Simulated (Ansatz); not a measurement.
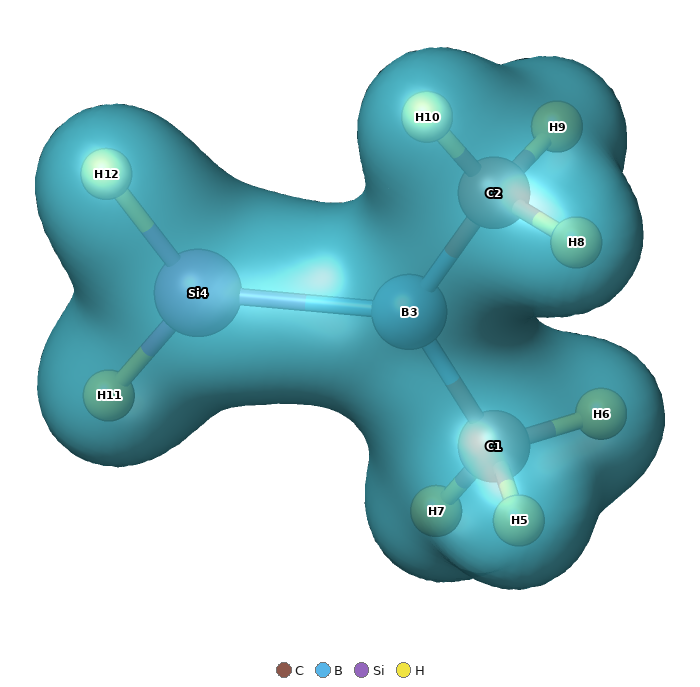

C2H8BSi (SMILES CB(C)[SiH2]) (doublet). Isosurface of the electron density at 0.2 e/Å³ (cyan), seen at a tilt.

Geometry: r2SCAN-D4/def2-SVP.

Level of theory: Ansatz 0.2.0, isolated molecule in a Gaussian basis; Kohn-Sham density functional theory, functional PBE0.

Input file:

```
basis:
  gaussian:
    orbitals: def2-TZVPD
crystal:
  periodic: [false, false, false]
  atoms:
    - {symbol: C, position_ang: [-0.049062, 1.601525, -0.197079]}
    - {symbol: C, position_ang: [-2.618787, 0.846282, 0.315857]}
    - {symbol: B, position_ang: [-1.073421, 0.539367, 0.356526]}
    - {symbol: Si, position_ang: [-0.424020, -1.165892, 1.097997]}
    - {symbol: H, position_ang: [0.011193, 2.419642, 0.547978]}
    - {symbol: H, position_ang: [-0.420629, 2.078699, -1.121613]}
    - {symbol: H, position_ang: [0.978296, 1.246654, -0.368132]}
    - {symbol: H, position_ang: [-2.829261, 1.898811, 0.577336]}
    - {symbol: H, position_ang: [-2.948414, 0.737087, -0.736424]}
    - {symbol: H, position_ang: [-3.262858, 0.193388, 0.923718]}
    - {symbol: H, position_ang: [1.010260, -1.582459, 1.124259]}
    - {symbol: H, position_ang: [-1.302675, -2.209633, 1.706255]}
hamiltonian:
  xc: {name: PBE0}
output: {forces: true, orbitals: {seedname: orbitals}}
magnetization:
  spin_polarized: true
  initial_magnetization: 1
```

Launched as:

```sh
ansatz run input.yaml --threads 2 --pin off --max-ram 4350MiB --events-out events.jsonl --progress --plain --runs-dir runs
```

### What does this surface tell about the bonding?

At this value the surface is in one piece. It bridges the sampled C–B (1.58 Å), Si–B (1.97 Å), C–H (1.10 Å) and Si–H (1.49 Å) contacts, where the density stays above the isovalue. On the grid the lowest density along these lines, outside the cores, is 1.2 e/Å³ (C–B, 1.58 Å), 0.79 e/Å³ (Si–B, 1.97 Å), 1.8 e/Å³ (C–H, 1.10 Å) and 0.78 e/Å³ (Si–H, 1.49 Å).
